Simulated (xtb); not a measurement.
## Geometry relaxation, with input and output: CH4AlNS (part 3 of 3)

CH4AlNS; GFN-FF (xtb 6.7.1). 

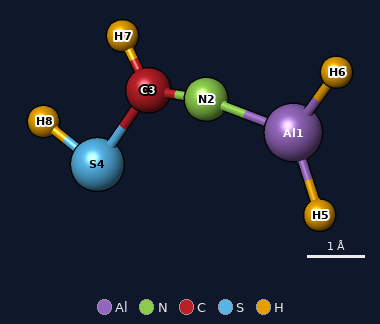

**Figure 1.** The input geometry (ball-and-stick view, seen at a tilt; atoms are numbered from 1 in the order of the input). Sticks mark near contacts.

**Input file (start.xyz)**
```
8

Al    -0.388221     2.012362    -0.689269
N     -0.230501     0.267963     0.166738
C      0.015557    -0.888406     0.550967
S      1.017585    -2.051651    -0.345844
H      0.214250     2.338373    -2.072277
H     -1.148592     3.103343     0.079503
H     -0.358223    -1.316494     1.480692
H      0.927336    -3.046903     0.540263
```

Run as:
```bash
xtb start.xyz --ohess --gfnff --norestart --cma --uhf 0 -P 1 > xtb.out 2> xtb.err
```

**Results in brief**

```json
{"quantity": "outcome", "value": "converged"}
{"quantity": "total energy", "value": "−1.004419 hartree"}
{"quantity": "dispersion energy", "value": "−0.003297 hartree"}
{"quantity": "zero-point energy", "value": "0.038052 hartree"}
{"quantity": "dipole moment", "value": "1.13 D"}
{"quantity": "wavenumbers, lowest and highest", "value": "67i and 3151 cm⁻¹"}
{"quantity": "hardware", "value": "1 thread of AMD EPYC (Zen 5), 176 GiB of memory available, shared host"}
{"quantity": "peak memory", "value": "0.072 GiB"}
```
